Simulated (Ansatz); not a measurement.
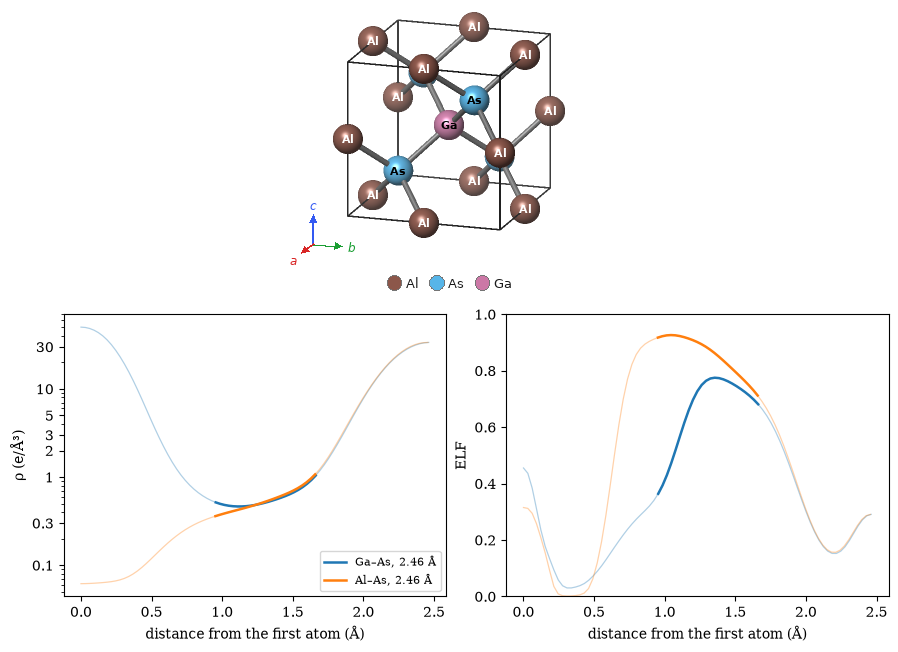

Figure 1: Al3GaAs4. Valence charge density (pseudo) and ELF along straight lines between neighbouring atoms. Thin, pale parts lie inside the atomic spheres. The structure is drawn too.

Space group P-43m; started from the ordered alloy on zincblende lattice prototype, which need not be the ambient phase; computed pressure about 2 GPa in this cell.

These are results of DFT, PBE with spin-orbit coupling, plane waves, PAW (Ansatz), not measurements.

Core electrons are frozen (PAW), and the valence fields are smoothed inside the atomic spheres.

### Compare the contacts.

Ga–As (2.46 Å): ρ is about 0.48 e/Å³ halfway; the ELF peaks at about 0.80 between the atoms (a covalent bond).
Al–As (2.46 Å): ρ at the midpoint is about 0.48 e/Å³; the ELF peaks at about 0.95 between the atoms: localised, covalent bonding.
